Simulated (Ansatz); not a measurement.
# Fields on a plane of CdSe (wurtzite)

```yaml
crystal:
  lattice:
    - [4.38279, 0.00000, 0.00000]
    - [-2.19140, 3.79561, 0.00000]
    - [0.00000, 0.00000, 7.15602]
  atoms:
    - { symbol: Cd, position: [0.66667, 0.33333, 0.00043] }
    - { symbol: Cd, position: [0.33333, 0.66667, 0.50043] }
    - { symbol: Se, position: [0.66667, 0.33333, 0.62477] }
    - { symbol: Se, position: [0.33333, 0.66667, 0.12477] }
```

The slice is a (-1 1 0 2) plane (indices of the conventional cell) through the point (0.667, 0.333, 0.625) (fractional), spanned by u = [110] and v = [1 -1 1] in vectors of this cell: u (4.38 Å) and v (10.43 Å, at 90° to u). It covers one period; positions are fractions (u, v).

Atoms on it: Se at (0.00, 0.00). Other atoms lie within 1 Å of the plane.

All values below come from PBE (plane waves to 420 eV, PAW, scalar-relativistic; Ansatz, a program for electronic structure). k mesh 9×9×5. Near the nuclei the fields are pseudised (PAW); where an atom keeps semicore shells as valence, they peak there. CdSe was relaxed with its symmetry unable to fall.

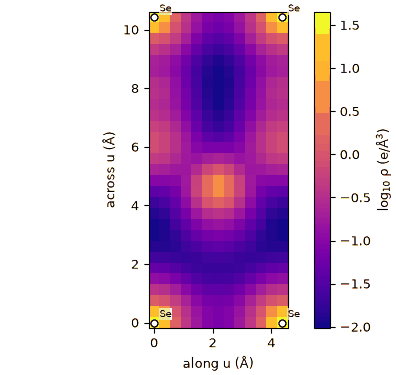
*Log₁₀ of the valence density in e/Å³, one period of the plane, atoms marked. The scale is logarithmic, as a density can span decades between atoms and voids.*

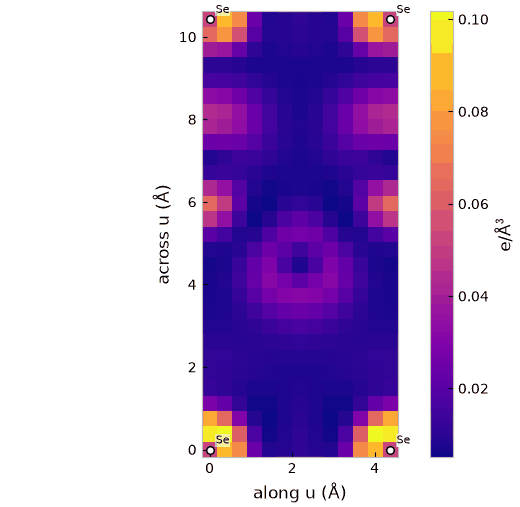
*Density of the lowest conduction band (whole band as if filled, smooth part) in e/Å³, one period of the plane, atoms marked. *
